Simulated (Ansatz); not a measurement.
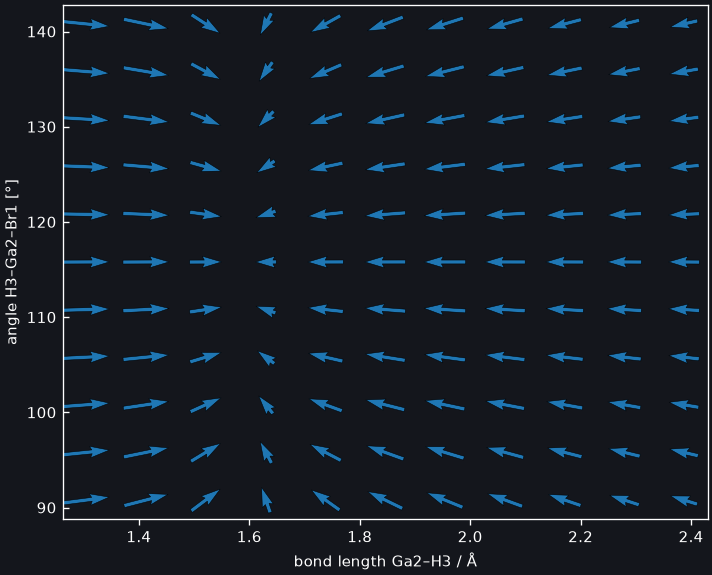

BrGaH, SMILES [GaH][Br], spin multiplicity 2. 
- The first coordinate is: bond length Ga2–H3; the second: angle H3–Ga2–Br1.
- Nothing is relaxed (all other coordinates rigid).
- The scan uses an 11 × 11 grid.
- Points are written as (first, second).
- All numbers below come from Ansatz 0.2.0, UKS r2SCAN0-D4/def2-TZVP.

The picture shows arrows along the force (downhill), their lengths compressed.

Q: The arrows alone are given. Where is the energy lowest?

A: The arrows converge at about (1.592 Å, 116°) (read from the interpolated surface).

The energy map of the same scan:

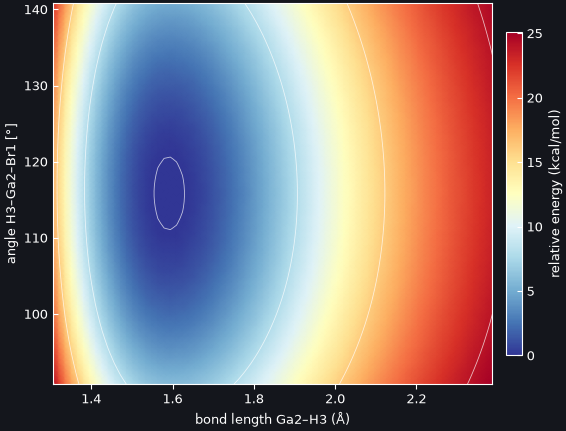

Energies are in kcal/mol, from the lowest grid point; between grid points the surface is interpolated.
